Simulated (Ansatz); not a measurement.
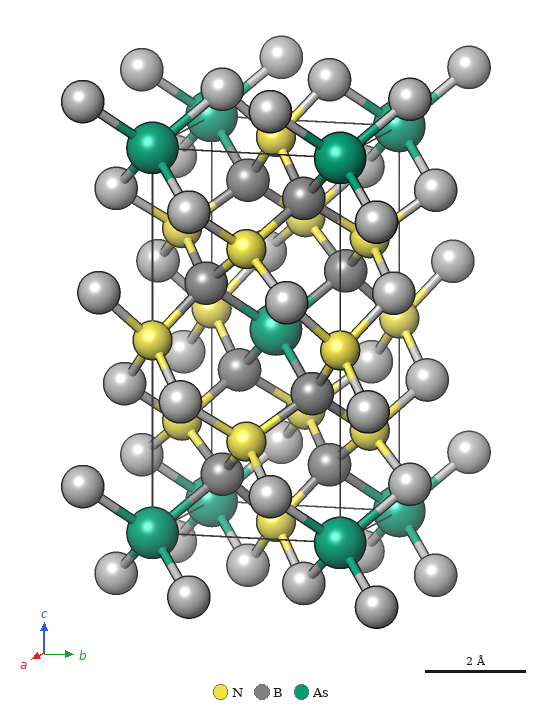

View slightly off an axis, drawn as a ball-and-stick model. Lines trace the edges of the conventional unit cell. Outside the box, the atoms bonded to those within are drawn, in fainter colours.

B4AsN3, space group I-42m (No. 121), a = 3.950 Å, b = 3.950 Å, c = 7.843 Å, α = 90.00°, β = 90.00°, γ = 90.00°. The model was built from a structure type filled with these elements by a generator (whether the compound takes this form wasn't checked). Earlier steps of the study, as a rule a relaxation of our own, may have changed the cell and positions, so they can lie some per cent off the listed ones. A calculation with Ansatz used it as input.

This one geometry was computed with Ansatz (DFT, plane waves, PAW) at five levels of theory: PBE with spin-orbit coupling, PBE, r2SCAN, HSE06 and PBE0. It was relaxed beforehand with r2SCAN.

Question: Which level gives the highest pressure at this volume, and what does that say about its equilibrium volume?

Answer: Highest: PBE with spin-orbit coupling (3.1 GPa) and PBE (3.1 GPa), which points to the largest equilibrium volume. Lowest, with the smallest volume: HSE06 (-3.5 GPa) and PBE0 (-3.5 GPa). Levels within 0.5 GPa of each other can't be told apart.

Question: How does the band gap change with the level of theory?

Answer: PBE with spin-orbit coupling: a gap of 1.85 eV, direct; PBE: a gap of 1.89 eV, direct; r2SCAN: a gap of 2.25 eV, direct; HSE06: a gap of 2.93 eV, direct; PBE0: a gap of 3.66 eV, direct.

Question: Collect the results in a table.

Answer:
| level | cutoff (eV) | k-mesh of the run's cell | gap (eV) | pressure (GPa) |
| --- | --- | --- | --- | --- |
| PBE with spin-orbit coupling | 420 | 10×10×10 | 1.85 | 3.1 |
| PBE | 420 | 10×10×10 | 1.89 | 3.1 |
| r2SCAN | 500 | 10×10×10 | 2.25 | 0.0 |
| HSE06 | 420 | 6×6×6 | 2.93 | -3.5 |
| PBE0 | 420 | 6×6×6 | 3.66 | -3.5 |

Gaps are taken on the k-mesh or band path of each run.
